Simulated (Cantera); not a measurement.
Charge: 1 mol Cu2O, 12 mol CO, a varied amount of H2, held at 977 °C and 0.170 bar.

Equilibrium computed with Cantera from the NASA thermochemical tables; the gas is ideal and each condensed phase is pure. Candidate condensed phases: C, C6H6, C7H8, C8H18, Cu, CuO, Cu(OH)2, Cu2O, H2O; 113 gas species. Rates play no part.

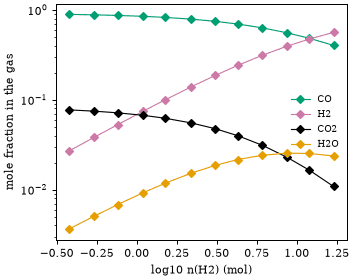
*Equilibrium gas composition (values under 1e-9 drawn at 1e-9)*

From 0.38 mol H2 to 17 mol H2 the condensed part is Cu(s). The main Cu-bearing gas is Cu throughout.
